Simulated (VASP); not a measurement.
# PbF2 (Fluorocronite) with AM05: from relaxation to properties, part 2 of 4

Wanted: the relaxed cell of PbF2 (Fluorocronite) and its properties. The start is a cell from a database of measured crystal structures.

VASP 6.6.1; AM05; plane waves and PAW (Pb_d, F).

So far, gap on the k-mesh (eV): step 2 (full relaxation (AM05)) 4.40. The relaxed cell has a = 5.923 Å (conventional setting).

The database entry behind the starting cell differs from later determinations by our own check (0.1 to 0.3 % short, probably kX units), so it need not match the best structure at ambient conditions.

### 4. Band structure (AM05)

Levels along the symmetry lines show where the bands peak and cross; KPOINTS_OPT computes them in the converged potential.

INCAR reads:

```
SYSTEM = PbF2
PREC = Accurate
ENCUT = 520
EDIFF = 1E-06
NELM = 100
ISMEAR = 0
SIGMA = 0.05
LREAL = .FALSE.
ALGO = Normal
GGA = AM
NBANDS = 27
LORBIT = 11
LWAVE = .FALSE.
LCHARG = .FALSE.
KPAR = 2
```

POSCAR reads:

```
PbF2
1.0
    0.0000000000      2.9614600048      2.9614600048
    2.9614600048      0.0000000000      2.9614600048
    2.9614600048      2.9614600048      0.0000000000
Pb F
1 2
Direct
    0.0000000000      0.0000000000      0.0000000000
    0.2500000000      0.2500000000      0.2500000000
    0.7500000000      0.7500000000      0.7500000000
```

KPOINTS reads:

```
Automatic mesh
0
Gamma
8 8 8
0 0 0
```

KPOINTS_OPT reads:

```
Line mode
16
Line-mode
Reciprocal
  0.00000000   0.00000000   0.00000000 GAMMA
  0.50000000   0.00000000   0.50000000 X

  0.50000000   0.00000000   0.50000000 X
  0.50000000   0.25000000   0.75000000 W

  0.50000000   0.25000000   0.75000000 W
  0.37500000   0.37500000   0.75000000 K

  0.37500000   0.37500000   0.75000000 K
  0.00000000   0.00000000   0.00000000 GAMMA

  0.00000000   0.00000000   0.00000000 GAMMA
  0.50000000   0.50000000   0.50000000 L

  0.50000000   0.50000000   0.50000000 L
  0.62500000   0.25000000   0.62500000 U

  0.62500000   0.25000000   0.62500000 U
  0.50000000   0.25000000   0.75000000 W

  0.50000000   0.25000000   0.75000000 W
  0.50000000   0.50000000   0.50000000 L

  0.50000000   0.50000000   0.50000000 L
  0.37500000   0.37500000   0.75000000 K

  0.62500000   0.25000000   0.62500000 U
  0.50000000   0.00000000   0.50000000 X
```

Potentials, in the order of the species: Pb_d and F (PBE family, release 64).

Started as:

```
$ mpirun -np 2 vasp_std
```

Output:

```text
[banner, memory and clock lines left out]
running    2 mpi-ranks, on    1 nodes
 distrk:  each k-point on    1 cores,    2 groups
 distr:  one band on    1 cores,    1 groups

 POSCAR found type information on POSCAR PbF
 POSCAR found :  2 types and       3 ions
 [... a notice as in an earlier step ...]

 LDA part: xc-table for (Slater+PW92), standard interpolation
 POSCAR, INCAR and KPOINTS ok, starting setup
 FFT: planning ... GRIDC
 FFT: planning ... GRID_SOFT
 FFT: planning ... GRID
 WAVECAR not read
 entering main loop
       N       E                     dE             d eps       ncg     rms          rms(c)
DAV:   1     0.288514145412E+03    0.28851E+03   -0.13753E+04  1593   0.119E+03
DAV:   2     0.978879842245E+01   -0.27873E+03   -0.25518E+03  1651   0.359E+02
DAV:   3    -0.153310411783E+02   -0.25120E+02   -0.24847E+02  1797   0.110E+02
DAV:   4    -0.159705572285E+02   -0.63952E+00   -0.63900E+00  1880   0.182E+01
DAV:   5    -0.159895405546E+02   -0.18983E-01   -0.18982E-01  1998   0.326E+00    0.716E+00
DAV:   6    -0.144011978115E+02    0.15883E+01   -0.59141E+00  2260   0.164E+01    0.265E+00
DAV:   7    -0.143912445419E+02    0.99533E-02   -0.34096E-01  1736   0.296E+00    0.154E+00
DAV:   8    -0.143894982979E+02    0.17462E-02   -0.96526E-02  1680   0.270E+00    0.558E-01
DAV:   9    -0.143860659344E+02    0.34324E-02   -0.14887E-02  2011   0.759E-01    0.105E-01
DAV:  10    -0.143875855938E+02   -0.15197E-02   -0.18590E-03  1659   0.314E-01    0.374E-02
DAV:  11    -0.143875663898E+02    0.19204E-04   -0.92662E-05  1773   0.814E-02    0.145E-02
DAV:  12    -0.143875833316E+02   -0.16942E-04   -0.38924E-05  1683   0.536E-02    0.727E-03
DAV:  13    -0.143875842650E+02   -0.93340E-06   -0.52650E-06  1741   0.200E-02
   1 F= -.14387584E+02 E0= -.14387584E+02  d E =-.334773E-20
 Start KPOINTS_OPT (optional k-point list driver)
k-point batch [1-29\160]
       N       E                     dE             ncg
DAV:   1     0.263513985211E+04   -0.17628E+05     1617
DAV:   2    -0.530364762708E+04   -0.79388E+04     1645
DAV:   3    -0.609369978731E+04   -0.79005E+03     1789
DAV:   4    -0.611588379986E+04   -0.22184E+02     1930
DAV:   5    -0.611651185494E+04   -0.62806E+00     2015
DAV:   6    -0.611653896340E+04   -0.27108E-01     2038
DAV:   7    -0.611654050233E+04   -0.15389E-02     2228
DAV:   8    -0.611654051560E+04   -0.13262E-04     1687
DAV:   9    -0.611654051610E+04   -0.50221E-06     1367
[...]
k-point batch [146-160\160]
       N       E                     dE             ncg
DAV:   1     0.137205708601E+05   -0.12931E+05      834
DAV:   2     0.965325762825E+04   -0.40673E+04      861
DAV:   3     0.926157009693E+04   -0.39169E+03      968
DAV:   4     0.925123305792E+04   -0.10337E+02     1052
DAV:   5     0.925093058029E+04   -0.30248E+00     1088
DAV:   6     0.925091730465E+04   -0.13276E-01     1078
DAV:   7     0.925091635390E+04   -0.95075E-03     1211
DAV:   8     0.925091634555E+04   -0.83504E-05      974
DAV:   9     0.925091634510E+04   -0.44964E-06      768
```

Elapsed: 30 s, on 2 MPI ranks of Intel Xeon 6975P-C (Granite Rapids), shared host; peak memory 0.4 GiB.

From OUTCAR (step 4):

```text
The static configuration has the point symmetry O_h .

 Found     29 irreducible k-points:

   k-points           NKPTS =     29   k-points in BZ     NKDIM =     29   number of bands    NBANDS=     27

   NELECT =      28.0000    total number of electrons

 E-fermi :   2.1487

 k-point     1 :       0.0000    0.0000    0.0000
  band No.  band energies     occupation
    ...
     10      -0.6360      2.00000
     11      -0.6360      2.00000
     12      -0.1378      2.00000
     13      -0.1378      2.00000
     14      -0.1378      2.00000
     15       8.5777      0.00000
     16       8.5777      0.00000
     17       8.5777      0.00000
     18      12.6279      0.00000
     19      16.9512      0.00000
    ...

 k-point     2 :       0.1250    0.0000    0.0000
  band No.  band energies     occupation
    ...
     10      -0.6684      2.00000
     11      -0.6684      2.00000
     12      -0.1622      2.00000
     13      -0.1622      2.00000
     14       0.2762      2.00000
     15       8.0701      0.00000
     16       8.7055      0.00000
     17       8.7055      0.00000
     18      13.5138      0.00000
     19      16.5514      0.00000
    ...

  Total        0.0026707      0.0026707      0.0026707      0.0000000      0.0000000     -0.0000000
  in kB        0.0823723      0.0823723      0.0823723      0.0000000      0.0000000     -0.0000000
  external PRESSURE =       0.0823723 kB  Pullay stress =       0.0000000 kB

 POSITION                                       TOTAL-FORCE (eV/Angst)
 -----------------------------------------------------------------------------------
      0.00000      0.00000      0.00000        -0.000000     -0.000000      0.000000
      1.48073      1.48073      1.48073         0.000000      0.000000      0.000000
      4.44219      4.44219      4.44219        -0.000000     -0.000000     -0.000000
 -----------------------------------------------------------------------------------
    total drift:                                0.000000     -0.000000      0.000000

  FREE ENERGIE OF THE ION-ELECTRON SYSTEM (eV)
  ---------------------------------------------------
  free  energy   TOTEN  =       -14.3875842650 eV

  energy  without entropy=      -14.3875842650  energy(sigma->0) =      -14.38758427

[... 8 parts as in an earlier step ...]

[... 5 further parts left out ...]
```

Spin-orbit coupling is off here; with elements this heavy it splits and shifts levels by tenths of an eV or more.

This step gave:

- SCF cycles: 13
- bands: 27
- Fermi energy: 2.149 eV
- pressure: 0.008237 GPa
- least gap on mesh and path: 4.404 eV
- least direct gap on mesh and path: 4.551 eV

Electronic bands along the path, in eV, zero at the valence-band top; v1 is the highest filled band, c1 the lowest empty one:

```
    point     v4     v3     v2     v1    c1    c2    c3     c4
        Γ  -2.47  -1.97  -1.97  -1.97  6.74  6.74  6.74  10.79
        X  -1.54  -1.54  -1.54  -0.15  4.40  7.89  7.89   9.09
        W  -2.68  -1.61  -1.48   0.00  6.05  6.05  7.52  10.24
        K  -2.06  -1.70  -1.55  -0.03  5.31  6.69  7.87   9.94
        Γ  -2.47  -1.97  -1.97  -1.97  6.74  6.74  6.74  10.79
        L  -2.69  -2.14  -2.14  -0.02  5.06  7.64  7.64  13.33
        U  -2.06  -1.70  -1.55  -0.03  5.31  6.69  7.87   9.94
        W  -2.68  -1.61  -1.48   0.00  6.05  6.05  7.52  10.24
        L  -2.69  -2.14  -2.14  -0.02  5.06  7.64  7.64  13.33
        K  -2.06  -1.70  -1.55  -0.03  5.31  6.69  7.87   9.94
jump to U  -2.06  -1.70  -1.55  -0.03  5.31  6.69  7.87   9.94
        X  -1.54  -1.54  -1.54  -0.15  4.40  7.89  7.89   9.09
```

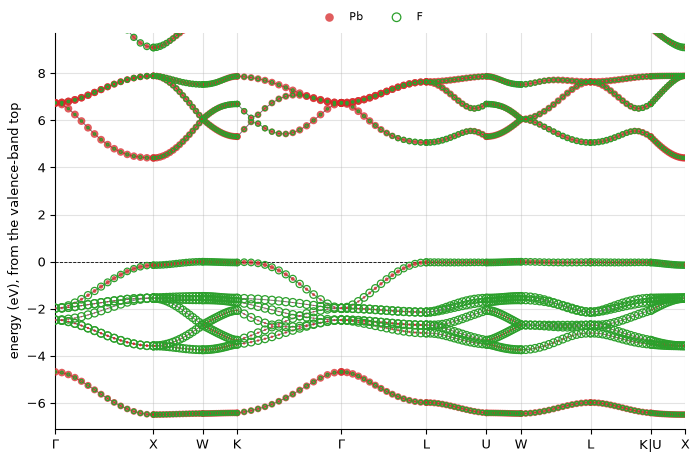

Electronic bands along the path; dots are coloured as in the legend, and their area grows with the weight.

The path finds the gap of the mesh within 0.02 eV, so the mesh comes close to both band edges.

### 5. Density of states (AM05)

A density of states needs more k-points than a total energy; ISMEAR = -5 takes tetrahedra, and LORBIT projects the states on the PAW spheres. The mesh is finer than in the run before.

Changes to INCAR since step 4:

```diff
@@ -5,3 +5,3 @@
 NELM = 100
-ISMEAR = 0
+ISMEAR = -5
 SIGMA = 0.05
@@ -15 +15,2 @@
 KPAR = 2
+NEDOS = 2001
```

POSCAR is that of step 4.

KPOINTS reads:

```
Automatic mesh
0
Gamma
12 12 12
0 0 0
```

Started as:

```
$ mpirun -np 2 vasp_std
```

Output:

```text
[... set-up lines as in an earlier step ...]
 entering main loop
       N       E                     dE             d eps       ncg     rms          rms(c)
DAV:   1     0.290297294619E+03    0.29030E+03   -0.13831E+04  3966   0.119E+03
DAV:   2     0.105081958768E+02   -0.27979E+03   -0.25617E+03  4081   0.358E+02
DAV:   3    -0.153016741285E+02   -0.25810E+02   -0.25499E+02  4575   0.112E+02
DAV:   4    -0.159695454598E+02   -0.66787E+00   -0.66728E+00  4681   0.186E+01
DAV:   5    -0.159895500992E+02   -0.20005E-01   -0.20003E-01  5029   0.335E+00    0.716E+00
DAV:   6    -0.144013771196E+02    0.15882E+01   -0.59108E+00  5616   0.164E+01    0.265E+00
DAV:   7    -0.143912680010E+02    0.10109E-01   -0.33950E-01  4250   0.296E+00    0.154E+00
DAV:   8    -0.143894901204E+02    0.17779E-02   -0.95926E-02  4163   0.270E+00    0.553E-01
DAV:   9    -0.143861228537E+02    0.33673E-02   -0.14667E-02  5073   0.754E-01    0.105E-01
DAV:  10    -0.143876403796E+02   -0.15175E-02   -0.18399E-03  4101   0.311E-01    0.370E-02
DAV:  11    -0.143876229547E+02    0.17425E-04   -0.91710E-05  4437   0.806E-02    0.142E-02
DAV:  12    -0.143876402822E+02   -0.17327E-04   -0.38651E-05  4137   0.534E-02    0.718E-03
DAV:  13    -0.143876409552E+02   -0.67300E-06   -0.52882E-06  4296   0.206E-02
   1 F= -.14387641E+02 E0= -.14387641E+02  d E =0.000000E+00
```

Wall time 17 s (2 MPI ranks); peak memory 0.43 GiB; 30 s of CPU time.

Parts of OUTCAR (step 5):

```text
   k-points           NKPTS =     72   k-points in BZ     NKDIM =     72   number of bands    NBANDS=     27

   NELECT =      28.0000    total number of electrons

 E-fermi :   1.8480

 k-point     1 :       0.0000    0.0000    0.0000
  band No.  band energies     occupation
    ...
     10      -0.6360      2.00000
     11      -0.6360      2.00000
     12      -0.1378      2.00000
     13      -0.1378      2.00000
     14      -0.1378      2.00000
     15       8.5777      0.00000
     16       8.5777      0.00000
     17       8.5777      0.00000
     18      12.6280      0.00000
     19      16.9512      0.00000
    ...

  Total        0.0029047      0.0029047      0.0029047      0.0000000      0.0000000     -0.0000000
  in kB        0.0895917      0.0895917      0.0895917      0.0000000      0.0000000     -0.0000000
  external PRESSURE =       0.0895917 kB  Pullay stress =       0.0000000 kB

 POSITION                                       TOTAL-FORCE (eV/Angst)
 -----------------------------------------------------------------------------------
      0.00000      0.00000      0.00000         0.000000     -0.000000      0.000000
      1.48073      1.48073      1.48073        -0.000000      0.000000      0.000000
      4.44219      4.44219      4.44219         0.000000     -0.000000     -0.000000
 -----------------------------------------------------------------------------------
    total drift:                                0.000000     -0.000000      0.000000

  FREE ENERGIE OF THE ION-ELECTRON SYSTEM (eV)
  ---------------------------------------------------
  free  energy   TOTEN  =       -14.3876409552 eV

  energy  without entropy=      -14.3876409552  energy(sigma->0) =      -14.38764096

[... 8 parts as in an earlier step ...]

[... 8 further parts left out ...]
```

This step gave:

```yaml
irreducible_k_points: 72
fermi_energy: 1.848 eV
pressure: 0.008959 GPa
```

The density of states has structure finer than the step of the table below, so its rows give means over 2 eV, whole bins alone (the curve runs from -12.0 to 12.3 eV). Peaks (eV: height): total -2.8: 5.81, -1.7: 9.04, -0.1: 6.16, 7.7: 7.44; F p -2.8: 3.88, -2.6: 2.95, -1.7: 7.14, -0.1: 3.57; Pb p 5.3: 1.07, 7.2: 1.91, 7.7: 3.53; Pb s -6.4: 1.70, -0.1: 1.77; F s -6.0: 0.0369, 5.2: 0.119, 7.1: 0.0269.

States under -12.0 eV and over 12.3 eV are left out. Density of states against energy, zero at the valence-band top; means over each step; values in states/eV/cell:

| energy (eV) | total | F p | Pb p | Pb s | F s |
| --- | --- | --- | --- | --- | --- |
| -8 | 0 | 0 | 0 | 0 | 0 |
| -6 | 0.985 | 0.182 | 5.1e-4 | 0.501 | 0.0152 |
| -4 | 1.22 | 0.743 | 0.0667 | 0.00893 | 0.00326 |
| -2 | 3.86 | 2.84 | 0.0700 | 0.0135 | 0.00460 |
| 0 | 0.924 | 0.542 | 0.00226 | 0.248 | 0.00337 |
| 2 | 0 | 0 | 0 | 0 | 0 |
| 4 | 0.138 | 0.00609 | 0.0531 | 0.00151 | 0.00742 |
| 6 | 1.31 | 0.179 | 0.489 | 0.0116 | 0.0400 |
| 8 | 1.55 | 0.253 | 0.746 | 3.7e-4 | 0.00451 |
| 10 | 0.466 | 0.0222 | 0.0494 | 4.0e-4 | 0.00170 |

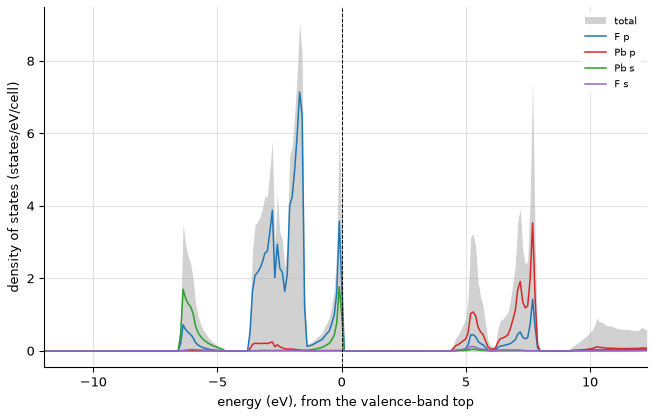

Density of states, plotted against energy.

The gap on this mesh is 4.40 eV. In the top eV of the valence band the largest shares in the PAW spheres are F p 59 % and Pb s 27 %; in the lowest eV of the conduction band, Pb p 34 % and F p 11 %. The rest lies in smaller channels or between the spheres.

### 6. Optical spectrum (AM05)

LOPTICS sums transitions from filled to empty bands. NBANDS is raised for it.

INCAR reads:

```
SYSTEM = PbF2
PREC = Accurate
ENCUT = 520
EDIFF = 1E-06
NELM = 100
ISMEAR = 0
SIGMA = 0.05
LREAL = .FALSE.
ALGO = Normal
GGA = AM
NBANDS = 38
LORBIT = 11
LWAVE = .FALSE.
LCHARG = .FALSE.
KPAR = 2
LOPTICS = .TRUE.
NEDOS = 1500
CSHIFT = 0.1
```

POSCAR is that of step 5.

KPOINTS is that of step 5.

Started as:

```
$ mpirun -np 2 vasp_std
```

Output:

```text
[... set-up lines as in an earlier step ...]
 entering main loop
       N       E                     dE             d eps       ncg     rms          rms(c)
DAV:   1     0.288390892549E+03    0.28839E+03   -0.12442E+04  5754   0.850E+02
DAV:   2     0.136730466442E+02   -0.27472E+03   -0.24590E+03  5804   0.287E+02
DAV:   3    -0.151716108806E+02   -0.28845E+02   -0.28404E+02  6428   0.853E+01
DAV:   4    -0.159733375906E+02   -0.80173E+00   -0.80099E+00  6638   0.141E+01
DAV:   5    -0.159897638723E+02   -0.16426E-01   -0.16425E-01  6710   0.218E+00    0.716E+00
DAV:   6    -0.144034868606E+02    0.15863E+01   -0.45491E+00  8046   0.117E+01    0.261E+00
DAV:   7    -0.143927846985E+02    0.10702E-01   -0.28708E-01  6296   0.214E+00    0.156E+00
DAV:   8    -0.143920771017E+02    0.70760E-03   -0.10495E-01  6222   0.200E+00    0.700E-01
DAV:   9    -0.143861767095E+02    0.59004E-02   -0.15043E-02  6428   0.584E-01    0.113E-01
DAV:  10    -0.143876715448E+02   -0.14948E-02   -0.15397E-03  5940   0.245E-01    0.430E-02
DAV:  11    -0.143876231154E+02    0.48429E-04   -0.10306E-04  6700   0.739E-02    0.195E-02
DAV:  12    -0.143876380339E+02   -0.14918E-04   -0.25065E-05  6260   0.339E-02    0.873E-03
DAV:  13    -0.143876409200E+02   -0.28861E-05   -0.48303E-06  6090   0.115E-02    0.259E-03
DAV:  14    -0.143876410663E+02   -0.14630E-06   -0.65428E-07  6116   0.388E-03
   1 F= -.14387641E+02 E0= -.14387641E+02  d E =-.633913E-12
 optical routines
 imaginary and real dielectric function
 recalculating local potential from charge density
 direction            1
 direction            2
 direction            3
```

Wall time 26 s (2 MPI ranks); peak memory 0.7 GiB; 45 s of CPU time.

OUTCAR, selected parts (step 6):

```text
   k-points           NKPTS =     72   k-points in BZ     NKDIM =     72   number of bands    NBANDS=     38

   NELECT =      28.0000    total number of electrons

 E-fermi :   2.0567

 k-point     1 :       0.0000    0.0000    0.0000
  band No.  band energies     occupation
    ...
     10      -0.6360      2.00000
     11      -0.6360      2.00000
     12      -0.1378      2.00000
     13      -0.1378      2.00000
     14      -0.1378      2.00000
     15       8.5776      0.00000
     16       8.5776      0.00000
     17       8.5776      0.00000
     18      12.6286      0.00000
     19      16.9511      0.00000
    ...

  Total        0.0031124      0.0031124      0.0031124     -0.0000000      0.0000000     -0.0000000
  in kB        0.0959967      0.0959967      0.0959967     -0.0000000      0.0000000     -0.0000000
  external PRESSURE =       0.0959967 kB  Pullay stress =       0.0000000 kB

  FREE ENERGIE OF THE ION-ELECTRON SYSTEM (eV)
  ---------------------------------------------------
  free  energy   TOTEN  =       -14.3876410663 eV

  energy  without entropy=      -14.3876410663  energy(sigma->0) =      -14.38764107

 plasma frequency squared (from intraband transitions) (eV^2)
  --------------------------------------------------------------------------------------
       0.000       0.000      -0.000
       0.000       0.000       0.000
      -0.000       0.000       0.000

[... 9 parts as in an earlier step ...]

[... 8 further parts left out ...]
```

These are independent-particle spectra without excitons or local fields, and fine structure depends on the mesh and on CSHIFT.

Numbers from this step:

| Item | Value |
| --- | --- |
| SCF cycles | 14 |
| bands | 38 |
| Fermi energy | 2.057 eV |
| pressure | 0.009600 GPa |

The imaginary dielectric function, xx has structure finer than the step of the table below, so its rows give means over 1 eV, whole bins alone (the curve runs from 0 to 25.0 eV). Peaks (eV: height): 5.4: 5.82, 7.2: 5.50, 7.8: 6.37, 9.4: 4.23, 11.1: 2.26, 13.1: 1.59, 22.0: 1.70.

The imaginary dielectric function, xx by photon energy; means over each step:

```
photon energy (eV)  imaginary dielectric function, xx
                 1                            0.00982
                 2                             0.0233
                 3                             0.0499
                 4                              0.164
                 5                               2.76
                 6                               3.62
                 7                               4.49
                 8                               4.66
                 9                               2.73
                10                               2.18
                11                               1.68
                12                              0.920
                13                               1.28
                14                              0.970
                15                              0.410
                16                              0.733
                17                               1.43
                18                               1.30
                19                               1.30
                20                               1.01
                21                              0.825
                22                               1.18
                23                              0.357
                24                              0.296
```

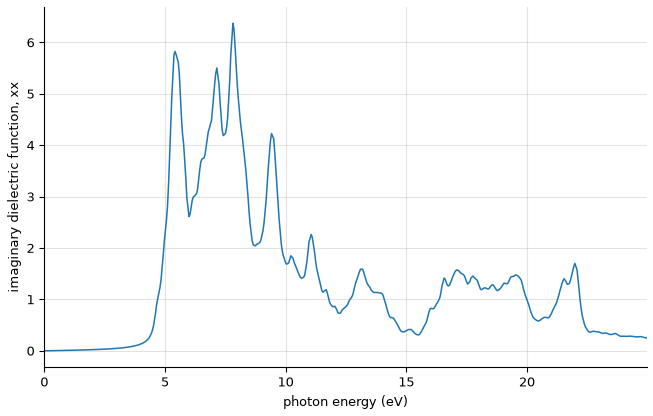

Imaginary dielectric function, xx, plotted against photon energy.

Real dielectric function, xx against photon energy:

```
photon energy (eV)  real dielectric function, xx
               0.0                          3.59
               2.5                          3.93
               5.0                          7.13
               7.5                          2.46
              10.0                        -0.232
              12.5                         0.869
              15.0                         0.846
              17.5                         0.843
              20.0                        0.0776
              22.5                       -0.0991
```

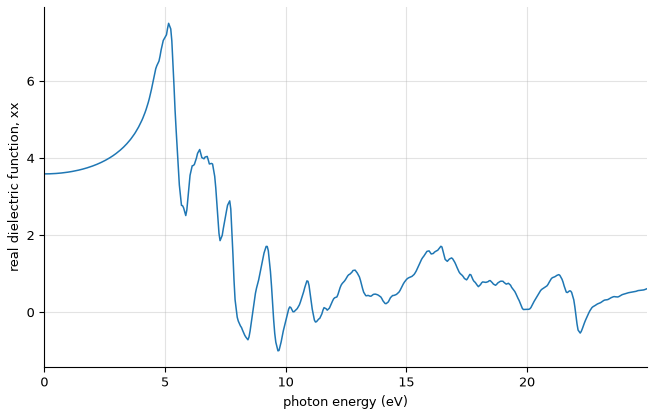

Real dielectric function, xx against photon energy.

The mean of ε2 over directions passes 5 % of its top at 4.44 eV, against a least direct gap of 4.55 eV on this mesh; what lies under the gap is the tail of the broadening by CSHIFT.

[end of part 2 of 4]

[Lines on the potential files, build, host, timing and source positions are cut from VASP's logs without a mark.]

[Logs are printed without paths, hosts, clocks, repeated set-up lines and the standing remarks that a program may print on its own settings, such as how far it seeks lower states.]

[Hosts, paths, dates, database ids (printed as entryN), source tags and the programs' standing remarks are cut or masked in the printed files.]

[A measured line is paired with the nearest computed mode of its activity, which favours agreement.]
